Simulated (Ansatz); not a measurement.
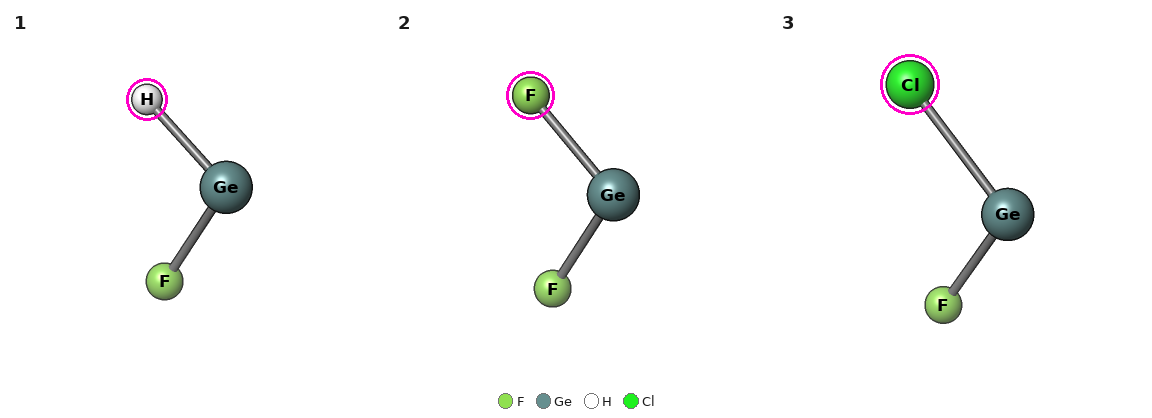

3 molecules with one skeleton, seen from the same side and at one scale; the atom that differs is circled. Each species is neutral and a spin singlet. Computed geometries: PBE0-D4/def2-TZVP optimisations, one conformation each. Properties computed with Ansatz 0.2.0.

One atom differs, called X below: H in panel 1, F in panel 2, Cl in panel 3. Their formulas are FGeH (`[F][GeH]`), GeF2 (`[F][Ge][F]`), GeClF (`[F][Ge][Cl]`).

**Rank them by the dipole moment, lowest first (r2SCAN-D4/def2-TZVPP).**

1 (H), 3 (Cl), 2 (F).

**Rank them by the vertical ionisation energy, lowest first (PBE0-D4/def2-TZVPP).**

1 (H), 3 (Cl), 2 (F).

Give the values. With PBE0-D4/def2-TZVP: length of X–Ge (Å), angle F–Ge–X (°). With PBE0-D4/def2-TZVPP: HOMO energy (Kohn–Sham orbital) (eV), HOMO–LUMO gap (eV), vertical ionisation energy (eV). With r2SCAN-D4/def2-TZVPP: dipole moment (D).

| quantity | 1 (H) | 2 (F) | 3 (Cl) |
| --- | --- | --- | --- |
| length of X–Ge (Å) | 1.609 | 1.745 | 2.180 |
| angle F–Ge–X (°) | 94.2 | 97.2 | 98.4 |
| HOMO energy (Kohn–Sham orbital) (eV) | −7.22 | −8.94 | −8.44 |
| HOMO–LUMO gap (eV) | 4.40 | 6.36 | 5.59 |
| vertical ionisation energy (eV) | 9.80 | 11.59 | 10.81 |
| dipole moment (D) | 1.75 | 2.31 | 2.10 |
